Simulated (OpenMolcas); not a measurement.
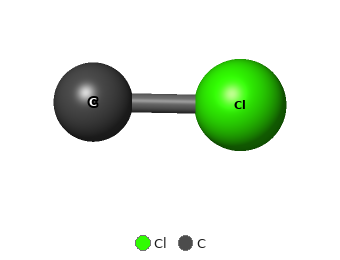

The molecule at the reference distance of 1.550 Å.

Run report: ClC⁺, relativistic diatomic calculation (part 1 of 2)

ClC⁺. Computed at this level: SA-CASSCF(8,7)/XMS-CASPT2 + RASSI spin-orbit (X2C scalar, AMFI), ANO-RCC-VTZP (OpenMolcas).

Input:
```
&GATEWAY
Coord
2
angstrom
Cl 0.0 0.0 0.0
C 0.0 0.0 1.5500
Basis=ANO-RCC-VTZP
Group=XY
RX2C
AMFI
ANGMom
0.0 0.0 0.0
RICD
&SEWARD
&GUESSORB
&RASSCF
FileOrb=$CurrDir/o11.orb
Symmetry=1
Spin=1
nActEl=8 0 0
Inactive=5 2
RAS2=3 4
CIRoot=4 4 1
Linear
Iterations=120 100
OrbListing=Nothing
PRWF=0.15
>>COPY $Project.RasOrb $CurrDir/o11.orb
>>COPY $Project.rasscf.h5 $CurrDir/r11.h5
&CASPT2
XMultistate=all
Imaginary=0.2
IPEA=0.25
MaxIter=40
>>COPY $Project.JobMix JOB001
&RASSCF
FileOrb=$CurrDir/o32.orb
Symmetry=2
Spin=3
nActEl=8 0 0
Inactive=5 2
RAS2=3 4
CIRoot=2 2 1
Linear
Iterations=120 100
OrbListing=Nothing
PRWF=0.15
>>COPY $Project.RasOrb $CurrDir/o32.orb
>>COPY $Project.rasscf.h5 $CurrDir/r32.h5
&CASPT2
XMultistate=all
Imaginary=0.2
IPEA=0.25
MaxIter=40
>>COPY $Project.JobMix JOB002
&RASSCF
FileOrb=$CurrDir/o31.orb
Symmetry=1
Spin=3
nActEl=8 0 0
Inactive=5 2
RAS2=3 4
CIRoot=4 4 1
Linear
Iterations=120 100
OrbListing=Nothing
PRWF=0.15
>>COPY $Project.RasOrb $CurrDir/o31.orb
>>COPY $Project.rasscf.h5 $CurrDir/r31.h5
&CASPT2
XMultistate=all
Imaginary=0.2
IPEA=0.25
MaxIter=40
>>COPY $Project.JobMix JOB003
&RASSCF
FileOrb=$CurrDir/o12.orb
Symmetry=2
Spin=1
nActEl=8 0 0
Inactive=5 2
RAS2=3 4
CIRoot=2 2 1
Linear
Iterations=120 100
OrbListing=Nothing
PRWF=0.15
>>COPY $Project.RasOrb $CurrDir/o12.orb
>>COPY $Project.rasscf.h5 $CurrDir/r12.h5
&CASPT2
XMultistate=all
Imaginary=0.2
IPEA=0.25
MaxIter=40
>>COPY $Project.JobMix JOB004
&RASSI
Nr of JobIphs=4 4 2 4 2
1 2 3 4
1 2
1 2 3 4
1 2
SpinOrbit
EJob
Omega
MEES
MESO
Properties=4
'AngMom' 3 'Mltpl  1' 1 'Mltpl  1' 2 'Mltpl  1' 3
Thrs=1.0d-4
>>COPY $Project.rassi.h5 $CurrDir/so.h5
```

The first orbital files come from an earlier step.

Hardware: 1 thread of Arm Neoverse V1, 24 GiB of memory available, shared host.

Run as:
```bash
pymolcas m.inp (one call a module block, same work directory)
```

Log (extracts):
```
++    Wave function specifications:
      Number of closed shell electrons          14
      Number of electrons in active shells       8
      Number of inactive orbitals                7
      Number of active orbitals                  7
      Number of secondary orbitals              50
      Spin quantum number                      0.0
      State symmetry                             1
++    Orbital specifications:
      Symmetry species                           1   2
                                                 a   b
      Frozen orbitals                            0   0
      Inactive orbitals                          5   2
      Active orbitals                            3   4
      RAS2 orbitals                              3   4
      Secondary orbitals                        26  24
      Number of basis functions                 34  30
      printout of CI-coefficients larger than  0.15 for root  1
      energy=    -498.455497
      conf/sym  111 2222     Coeff  Weight
           123  022 u02d   0.19570 0.03830
           129  022 0ud2   0.19570 0.03830
           130  022 0022   0.91988 0.84618
      printout of CI-coefficients larger than  0.15 for root  2
      energy=    -498.206545
      conf/sym  111 2222     Coeff  Weight
           124  022 0u2d  -0.68079 0.46348
           128  022 u0d2   0.68080 0.46349
      printout of CI-coefficients larger than  0.15 for root  3
      energy=    -498.206413
      conf/sym  111 2222     Coeff  Weight
           123  022 u02d  -0.63937 0.40879
           124  022 0u2d   0.22943 0.05264
           128  022 u0d2   0.22943 0.05264
           129  022 0ud2   0.63937 0.40879
      printout of CI-coefficients larger than  0.15 for root  4
      energy=    -498.206413
      conf/sym  111 2222     Coeff  Weight
           123  022 u02d  -0.22943 0.05264
           124  022 0u2d  -0.63937 0.40879
           128  022 u0d2  -0.63936 0.40878
           129  022 0ud2   0.22943 0.05264
      Natural orbitals and occupation numbers for root  1
      sym 1:   0.032095   1.974434   1.938731
      sym 2:   0.071836   0.071836   1.955534   1.955534
      Natural orbitals and occupation numbers for root  2
      sym 1:   0.023971   1.980759   1.934381
      sym 2:   0.533904   0.533893   1.496540   1.496553
      Natural orbitals and occupation numbers for root  3
      sym 1:   0.023328   1.980630   1.904263
      sym 2:   0.542793   0.542797   1.503096   1.503092
      Natural orbitals and occupation numbers for root  4
      sym 1:   0.023328   1.980630   1.904263
      sym 2:   0.542789   0.542801   1.503100   1.503088
      RASSCF energy for state  4                   -498.20641261
::    RASSCF root number  1 Total energy:   -498.45549684
::    RASSCF root number  2 Total energy:   -498.20654451
::    RASSCF root number  3 Total energy:   -498.20641261
::    RASSCF root number  4 Total energy:   -498.20641261
      Von Neumann Entropy (Root   1) =  0.56569
++    Wave function specifications:
      Number of closed shell electrons           2
      Number of electrons in active shells       8
      Number of inactive orbitals                1
      Number of active orbitals                  7
      Number of secondary orbitals              50
      Spin quantum number                      0.0
      State symmetry                             1
      Number of CSFs                           254
      Number of CASSCF root(s) available         4
      CASPT2 state passed to geometry opt.       4
      A file JOBMIX will be created
      This is a MULTI-STATE CASSCF reference
      Number of CI roots used                    4
      These are:                                 1   2   3   4
      Off-diagonal elements of Heff are computed
  FINAL CASPT2 RESULT:
      Reference energy:        -498.4554968398
      E2 (Non-variational):      -0.2283973547
      Shift correction:          -0.0014156817
      E2 (Variational):          -0.2298130365
      Total energy:            -498.6853098763
      Reference weight:           0.92395
  FINAL CASPT2 RESULT:
      Reference energy:        -498.2065445123
      E2 (Non-variational):      -0.2304406390
      Shift correction:          -0.0014838450
      E2 (Variational):          -0.2319244840
      Total energy:            -498.4384689963
      Reference weight:           0.92320
  FINAL CASPT2 RESULT:
      Reference energy:        -498.2064126052
      E2 (Non-variational):      -0.2292415912
      Shift correction:          -0.0014881311
      E2 (Variational):          -0.2307297224
      Total energy:            -498.4371423275
      Reference weight:           0.92353
  FINAL CASPT2 RESULT:
      Reference energy:        -498.2064126052
      E2 (Non-variational):      -0.2294977154
      Shift correction:          -0.0015017869
      E2 (Variational):          -0.2309995023
      Total energy:            -498.4374121075
      Reference weight:           0.92326
       Total XMS-CASPT2 energies:
::    XMS-CASPT2 Root  1     Total energy:   -498.68530988
::    XMS-CASPT2 Root  2     Total energy:   -498.43846899
::    XMS-CASPT2 Root  3     Total energy:   -498.43741361
::    XMS-CASPT2 Root  4     Total energy:   -498.43714082
++    Wave function specifications:
      Number of closed shell electrons          14
      Number of electrons in active shells       8
      Number of inactive orbitals                7
      Number of active orbitals                  7
      Number of secondary orbitals              50
      Spin quantum number                      1.0
      State symmetry                             2
      printout of CI-coefficients larger than  0.15 for root  1
      energy=    -498.347508
      conf/sym  111 2222     Coeff  Weight
           249  0u2 u022   0.85175 0.72547
           282  0u2 0u22  -0.43240 0.18697
      printout of CI-coefficients larger than  0.15 for root  2
      energy=    -498.347508
      conf/sym  111 2222     Coeff  Weight
           249  0u2 u022  -0.43240 0.18697
           282  0u2 0u22  -0.85175 0.72547
      Natural orbitals and occupation numbers for root  1
      sym 1:   0.027296   1.000928   1.967547
      sym 2:   1.011035   0.082515   1.923184   1.987496
      Natural orbitals and occupation numbers for root  2
      sym 1:   0.027296   1.000928   1.967547
      sym 2:   0.082515   1.011035   1.987496   1.923184
      RASSCF energy for state  2                   -498.34750806
::    RASSCF root number  1 Total energy:   -498.34750806
::    RASSCF root number  2 Total energy:   -498.34750806
      Von Neumann Entropy (Root   1) =  1.35815
++    Wave function specifications:
      Number of closed shell electrons           2
      Number of electrons in active shells       8
      Number of inactive orbitals                1
      Number of active orbitals                  7
      Number of secondary orbitals              50
      Spin quantum number                      1.0
      State symmetry                             2
      Number of CSFs                           300
      Number of CASSCF root(s) available         2
      CASPT2 state passed to geometry opt.       2
      A file JOBMIX will be created
      This is a MULTI-STATE CASSCF reference
      Number of CI roots used                    2
      These are:                                 1   2
      Off-diagonal elements of Heff are computed
  FINAL CASPT2 RESULT:
      Reference energy:        -498.3475080639
      E2 (Non-variational):      -0.2171677370
      Shift correction:          -0.0013916081
      E2 (Variational):          -0.2185593451
      Total energy:            -498.5660674090
      Reference weight:           0.92750
  FINAL CASPT2 RESULT:
      Reference energy:        -498.3475080622
      E2 (Non-variational):      -0.2171677165
      Shift correction:          -0.0013916080
      E2 (Variational):          -0.2185593245
      Total energy:            -498.5660673867
      Reference weight:           0.92750
       Total XMS-CASPT2 energies:
::    XMS-CASPT2 Root  1     Total energy:   -498.56606741
::    XMS-CASPT2 Root  2     Total energy:   -498.56606739
++    Wave function specifications:
      Number of closed shell electrons          14
      Number of electrons in active shells       8
      Number of inactive orbitals                7
      Number of active orbitals                  7
      Number of secondary orbitals              50
      Spin quantum number                      1.0
      State symmetry                             1
      printout of CI-coefficients larger than  0.15 for root  1
      energy=    -498.245069
      conf/sym  111 2222     Coeff  Weight
           105  022 u0u2  -0.68942 0.47530
           149  022 0u2u   0.68942 0.47530
      printout of CI-coefficients larger than  0.15 for root  2
      energy=    -498.223783
      conf/sym  111 2222     Coeff  Weight
           105  022 u0u2  -0.69128 0.47787
           149  022 0u2u  -0.69128 0.47787
      printout of CI-coefficients larger than  0.15 for root  3
      energy=    -498.223783
      conf/sym  111 2222     Coeff  Weight
           102  022 u02u   0.69128 0.47787
           150  022 0uu2  -0.69128 0.47787
      printout of CI-coefficients larger than  0.15 for root  4
      energy=    -498.211331
      conf/sym  111 2222     Coeff  Weight
           102  022 u02u   0.68132 0.46419
           150  022 0uu2   0.68132 0.46419
      Natural orbitals and occupation numbers for root  1
      sym 1:   0.030046   1.978465   1.948642
      sym 2:   0.528863   0.528863   1.492560   1.492560
      Natural orbitals and occupation numbers for root  2
      sym 1:   0.026201   1.980981   1.944849
      sym 2:   0.529953   0.529953   1.494031   1.494031
      Natural orbitals and occupation numbers for root  3
      sym 1:   0.026201   1.980981   1.944849
      sym 2:   0.529953   0.529953   1.494031   1.494031
      Natural orbitals and occupation numbers for root  4
      sym 1:   0.025268   1.979275   1.893002
      sym 2:   0.546159   0.546160   1.505068   1.505068
      RASSCF energy for state  4                   -498.21133118
::    RASSCF root number  1 Total energy:   -498.24506939
::    RASSCF root number  2 Total energy:   -498.22378345
::    RASSCF root number  3 Total energy:   -498.22378345
::    RASSCF root number  4 Total energy:   -498.21133118
      Von Neumann Entropy (Root   1) =  1.78809
++    Wave function specifications:
      Number of closed shell electrons           2
      Number of electrons in active shells       8
      Number of inactive orbitals                1
      Number of active orbitals                  7
      Number of secondary orbitals              50
      Spin quantum number                      1.0
      State symmetry                             1
      Number of CSFs                           288
      Number of CASSCF root(s) available         4
      CASPT2 state passed to geometry opt.       4
      A file JOBMIX will be created
      This is a MULTI-STATE CASSCF reference
      Number of CI roots used                    4
      These are:                                 1   2   3   4
      Off-diagonal elements of Heff are computed
  FINAL CASPT2 RESULT:
      Reference energy:        -498.2450693913
      E2 (Non-variational):      -0.2253430426
      Shift correction:          -0.0013785038
      E2 (Variational):          -0.2267215464
      Total energy:            -498.4717909377
      Reference weight:           0.92598
  FINAL CASPT2 RESULT:
      Reference energy:        -498.2237834518
      E2 (Non-variational):      -0.2270045624
      Shift correction:          -0.0013435339
      E2 (Variational):          -0.2283480963
      Total energy:            -498.4521315481
      Reference weight:           0.92595
  FINAL CASPT2 RESULT:
      Reference energy:        -498.2237834518
      E2 (Non-variational):      -0.2269674452
      Shift correction:          -0.0013460330
      E2 (Variational):          -0.2283134782
      Total energy:            -498.4520969300
      Reference weight:           0.92592
  FINAL CASPT2 RESULT:
      Reference energy:        -498.2113311830
      E2 (Non-variational):      -0.2270544683
      Shift correction:          -0.0013434127
      E2 (Variational):          -0.2283978811
      Total energy:            -498.4397290641
      Reference weight:           0.92595
       Total XMS-CASPT2 energies:
::    XMS-CASPT2 Root  1     Total energy:   -498.47179101
::    XMS-CASPT2 Root  2     Total energy:   -498.45213158
::    XMS-CASPT2 Root  3     Total energy:   -498.45209690
::    XMS-CASPT2 Root  4     Total energy:   -498.43972899
++    Wave function specifications:
      Number of closed shell electrons          14
      Number of electrons in active shells       8
      Number of inactive orbitals                7
      Number of active orbitals                  7
      Number of secondary orbitals              50
      Spin quantum number                      0.0
      State symmetry                             2
      printout of CI-coefficients larger than  0.15 for root  1
      energy=    -498.254454
      conf/sym  111 2222     Coeff  Weight
           219  0u2 d022   0.77107 0.59454
           220  0u2 0d22  -0.58040 0.33687
      printout of CI-coefficients larger than  0.15 for root  2
      energy=    -498.254454
      conf/sym  111 2222     Coeff  Weight
           219  0u2 d022   0.58040 0.33687
           220  0u2 0d22   0.77107 0.59454
      Natural orbitals and occupation numbers for root  1
      sym 1:   0.035149   1.006641   1.952900
      sym 2:   1.021270   0.058221   1.974359   1.951461
      Natural orbitals and occupation numbers for root  2
      sym 1:   0.035149   1.006641   1.952900
      sym 2:   0.058221   1.021270   1.951461   1.974359
      RASSCF energy for state  2                   -498.25445416
::    RASSCF root number  1 Total energy:   -498.25445416
::    RASSCF root number  2 Total energy:   -498.25445416
      Von Neumann Entropy (Root   1) =  1.33118
++    Wave function specifications:
      Number of closed shell electrons           2
      Number of electrons in active shells       8
      Number of inactive orbitals                1
      Number of active orbitals                  7
      Number of secondary orbitals              50
      Spin quantum number                      0.0
      State symmetry                             2
      Number of CSFs                           236
      Number of CASSCF root(s) available         2
      CASPT2 state passed to geometry opt.       2
      A file JOBMIX will be created
      This is a MULTI-STATE CASSCF reference
      Number of CI roots used                    2
      These are:                                 1   2
      Off-diagonal elements of Heff are computed
  FINAL CASPT2 RESULT:
      Reference energy:        -498.2544541589
      E2 (Non-variational):      -0.2305040524
      Shift correction:          -0.0015623313
      E2 (Variational):          -0.2320663837
      Total energy:            -498.4865205426
      Reference weight:           0.92226
  FINAL CASPT2 RESULT:
      Reference energy:        -498.2544541586
      E2 (Non-variational):      -0.2305040534
      Shift correction:          -0.0015623313
      E2 (Variational):          -0.2320663848
      Total energy:            -498.4865205434
      Reference weight:           0.92226
       Total XMS-CASPT2 energies:
::    XMS-CASPT2 Root  1     Total energy:   -498.48652054
::    XMS-CASPT2 Root  2     Total energy:   -498.48652054
  SPIN-FREE ENERGIES:
  (Shifted by EMIN (a.u.) =       -498.6853098812)
 SF State       Relative EMIN(au)   Rel lowest level(eV)    D:o, cm**(-1)      Abs_M
     1             0.0000000000        0.0000000000              0.0000         0.0
     5             0.1192424726        3.2447529788          26170.6977         1.0
     6             0.1192424941        3.2447535643          26170.7024         1.0
    11             0.1987893377        5.4093334498          43629.2166         1.0
    12             0.1987893388        5.4093334784          43629.2168         1.0
     7             0.2135188708        5.8101444630          46861.9754         0.0
     8             0.2331783049        6.3451049199          51176.7225         2.0
     9             0.2332129794        6.3460484593          51184.3327         2.0
    10             0.2455808899        6.6825964504          53898.7753         0.0
     2             0.2468408898        6.7168827934          54175.3133         0.0
     3             0.2478962673        6.7456010776          54406.9419         2.0
     4             0.2481690602        6.7530241502          54466.8130         2.0
```

(Continued in part 2.) Outcome of the run: converged; components of a degenerate state are split by 60 cm⁻¹.
